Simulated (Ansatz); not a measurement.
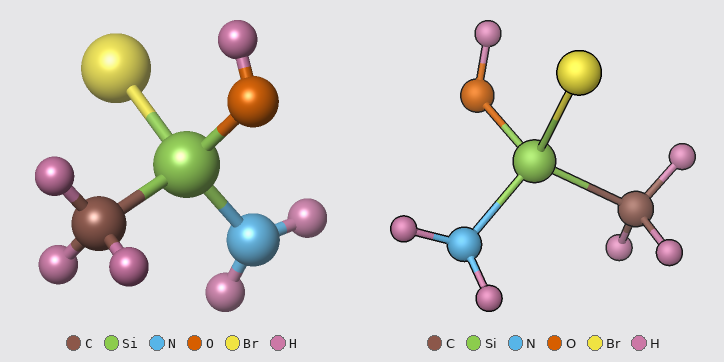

Source: calculation with Ansatz.

Both panels show the same species.

Question: Count the atoms of each element.

Answer: CH₆BrNOSi, 11 atoms: 1 carbon, 6 hydrogen, 1 bromine, 1 nitrogen, 1 oxygen and 1 silicon.

Question: Count the bonded pairs by element.

Answer: 3 C–H, 2 N–H, 1 C–Si, 1 N–Si, 1 O–Si, 1 Br–Si, 1 O–H.
